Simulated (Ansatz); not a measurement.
# One shape, several levels: doublet BCl−

Aim: a comparison of 6 runs (U-r2SCAN/def2-TZVPPD, UB2PLYP/def2-TZVPPD, UB3LYP/def2-TZVPPD, UBHLYP/def2-TZVPPD, UHSE06/def2-TZVPPD, UPBE/def2-TZVPPD) of doublet BCl−. 

The calculation is run with Ansatz 0.2.0.

40 further runs of the same task are left out: 40 set aside as unsound or not needed.

## Step 1: The system as given

BCl− has 2 atoms, charge -1, and is taken as a doublet. SMILES of the parent species: `[B]Cl`. The coordinates come from a PBE0-D4/def2-TZVP relaxation. That shape belongs to the parent species and isn't relaxed for this state.

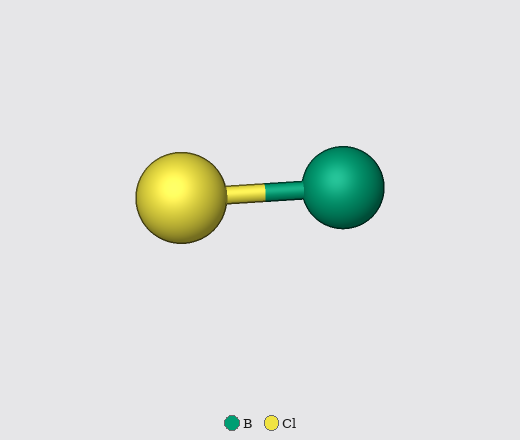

The structure, seen from a chosen angle (boron teal, chlorine yellow).

## Step 2: A single-point energy at U-r2SCAN/def2-TZVPPD (run 1)

The input, job.yaml:

```yaml
crystal:
  periodic: [false, false, false]
  atoms:
    - {symbol: B, position_ang: [-0.000000, -0.000000, -0.069660]}
    - {symbol: Cl, position_ang: [0.000000, 0.000000, 1.648190]}
basis:
  gaussian: {orbitals: def2-TZVPPD.json}
total_charge: -1
magnetization: {spin_polarized: true, initial_magnetization: 1}
hamiltonian: {xc: r2scan}
accuracy: high
output: {orbitals: {seedname: orbitals}}
```

The basis set def2-TZVPPD is read from a file made from the Basis Set Exchange's data (not shown).

Started as:

```bash
$ ansatz run job.yaml --threads 1 --pin off --max-ram 3480MiB --events-out events.jsonl --progress --plain --runs-dir runs
```

The log of the run:

```text
Warning: RAYON_NUM_THREADS=1 ignored (pool sized by the plan → 1); use --threads N
Functional definition: r2SCAN
  name "r2SCAN"
  parameter k0 = 0.174
  parameter k1 = 0.065
  parameter a1 = 4.9479
  exchange = r2scan_x(k0 = k0, k1 = k1, a1 = a1)
  correlation = r2scan_c
1174 factors; integrals over basis functions are off by at most 3.0e-9 eV
mean field evaluation 1: about -13187.7346 eV, gradient 3.7e1 eV
mean field evaluation 2: about -13163.5997 eV, gradient 6.3e1 eV
mean field evaluation 4: about -13195.9239 eV, gradient 5.7e0 eV
mean field evaluation 8: about -13196.0817 eV, gradient 8.7e-2 eV
mean field evaluation 16: about -13196.0818 eV, gradient 6.9e-5 eV
mean field evaluation 32: about -13195.1778 eV, gradient 1.3e0 eV
mean field evaluation 64: about -13196.0818 eV, gradient 7.5e-3 eV
mean field evaluation 96: about -13196.0376 eV, gradient 9.0e-1 eV
mean field -13196.08179416 eV, -484.9470613099 hartree, gradient 3.4e-8 eV, S^2 0.763078; 11 other end points of the search recorded, 0 dependent functions left out
reference -13196.08181350 eV, -484.9470620205 hartree; 12, 11 occupied and 76, 77 virtual orbitals, 1174 factors
Total energy: -13196.08181350 eV, -484.9470620205 hartree
```

It took 50 s on 1 thread of Arm Neoverse V1, shared host; peak memory 0.27 GiB.

## Step 3: The energy at UB2PLYP/def2-TZVPPD (run 2)

Changes to job.yaml since step 2:

```diff
@@ -9,3 +9,4 @@
 magnetization: {spin_polarized: true, initial_magnetization: 1}
-hamiltonian: {xc: r2scan}
+hamiltonian: {xc: {name: B2PLYP}}
+correlation: {frozen_orbitals: {B: 1, Cl: 5}}
 accuracy: high
```

The basis set def2-TZVPPD is read from a file made from the Basis Set Exchange's data (not shown).

Started as:

```bash
$ ansatz run job.yaml --threads 1 --pin off --max-ram 3480MiB --events-out events.jsonl --progress --plain --runs-dir runs
```

The log of the run (excerpt; [...] marks lines left out):

```text
Warning: RAYON_NUM_THREADS=1 ignored (pool sized by the plan → 1); use --threads N
Functional definition: B2PLYP
  name "B2PLYP"
[...]
1174 factors; integrals over basis functions are off by at most 3.0e-9 eV
[...]
mean field -13190.61496818 eV, -484.7461591605 hartree, gradient 1.6e-8 eV, S^2 0.761377; 10 other end points of the search recorded, 0 dependent functions left out
6 core orbitals not correlated: weight in the atoms' cores, before any rotation towards them, 1.000 or more for the frozen orbitals, at most 0.000 for the correlated occupied ones
reference -13190.61498381 eV, -484.7461597350 hartree; 6, 5 occupied and 76, 77 virtual orbitals, 1174 factors
second order -9.27138839 eV of doubles, -0.00000000 eV of singles
Total energy: -13193.11825868 eV, -484.8381533896 hartree
```

Run time: 32 s. Hardware: 1 thread of Arm Neoverse V1, shared host; peak memory 0.29 GiB.

Runs 3 to 5 aren't shown in full; the table further down has their settings and results.

## Step 4: The energy at UPBE/def2-TZVPPD (run 6)

Changes to job.yaml since step 3:

```diff
@@ -9,4 +9,3 @@
 magnetization: {spin_polarized: true, initial_magnetization: 1}
-hamiltonian: {xc: {name: B2PLYP}}
-correlation: {frozen_orbitals: {B: 1, Cl: 5}}
+hamiltonian: {xc: {name: PBE}}
 accuracy: high
```

The basis set def2-TZVPPD is read from a file made from the Basis Set Exchange's data (not shown).

Started as:

```bash
$ ansatz run job.yaml --threads 1 --pin off --max-ram 3480MiB --events-out events.jsonl --progress --plain --runs-dir runs
```

The log of the run (excerpt; [...] marks lines left out):

```text
Warning: RAYON_NUM_THREADS=1 ignored (pool sized by the plan → 1); use --threads N
Functional definition: PBE
  name "PBE"
[...]
1174 factors; integrals over basis functions are off by at most 3.0e-9 eV
[...]
mean field -13191.17100554 eV, -484.7665931568 hartree, gradient 1.5e-8 eV, S^2 0.755636; 9 other end points of the search recorded, 0 dependent functions left out
reference -13191.17100794 eV, -484.7665932451 hartree; 12, 11 occupied and 76, 77 virtual orbitals, 1174 factors
Total energy: -13191.17100794 eV, -484.7665932451 hartree
```

Run time: 23 s. Hardware: 1 thread of Arm Neoverse V1, shared host; peak memory 0.2 GiB.

## Step 5: Overview of the runs

```
run                 level  frozen core orbitals  energy (Eh)  HOMO energy (eV)  LUMO energy (eV)   ⟨S²⟩  wall time
  1  U-r2SCAN/def2-TZVPPD                     –  -484.947062              2.90              3.76  0.763       50 s
  2   UB2PLYP/def2-TZVPPD                     6  -484.838153              1.34              4.14  0.761       32 s
  3    UB3LYP/def2-TZVPPD                     –  -485.015723              2.40              3.61  0.757       22 s
  4    UBHLYP/def2-TZVPPD                     –  -484.980649              1.36              4.06  0.759       22 s
  5    UHSE06/def2-TZVPPD                     –  -484.796712              2.58              3.56  0.758       39 s
  6      UPBE/def2-TZVPPD                     –  -484.766593              3.11              3.39  0.756       23 s
```

## Step 6: Outcome

| quantity | value |
| --- | --- |
| run 6: total energy | -484.76659 Eh |
| run 6: HOMO energy (highest over α and β) | 3.11 eV |
| run 6: LUMO energy (lowest over α and β) | 3.39 eV |
| run 6: ⟨S²⟩ | 0.756 |

In words: Totals of different functionals can't be ranked against each other. In runs 1, 2, 3, 4, 5, 6 the HOMO lies above zero, so the outermost electron may be held by the basis alone. All runs together took 3.1 min, the longest 50 s.
